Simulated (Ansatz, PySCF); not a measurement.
H2O (SMILES O) and HBr (SMILES Br) are pulled apart as rigid monomers along the line of their centres of mass, from the B3LYP-D3(BJ)/def2-TZVP minimum. Starting geometry (charge 0, multiplicity 1):
```xyz
5

O     -0.18191     0.39201     0.47091
H      0.73984     0.47377     0.20091
H     -0.50178     1.29184     0.60204
Br    -0.45063    -1.38061     3.26175
H     -0.36533    -0.64375     2.01826
```

Interaction energies with rigid monomers; basis-set methods are counterpoise corrected unless marked otherwise.

Frozen-core correlation. Filled d and f shells under p-block atoms count as core. Rows in 6-31G* carry no dispersion term and start afresh at each structure (6-31G* with six Cartesian d functions); the Pople sets are all-electron and without relativity.

Codes used: Ansatz (a first-principles code); PySCF for 6-31G* rows. 

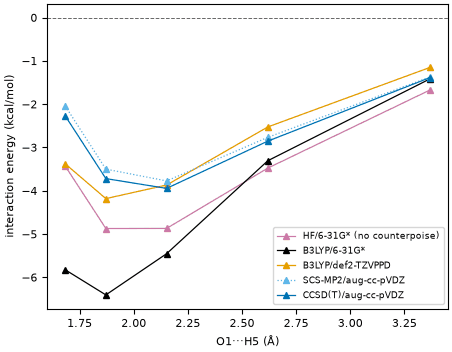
Fig. 1. Interaction energy against separation

Task: Which level binds most strongly at O1···H5 = 1.87, and by how much?

Result: B3LYP/6-31G*, -6.4 kcal/mol.
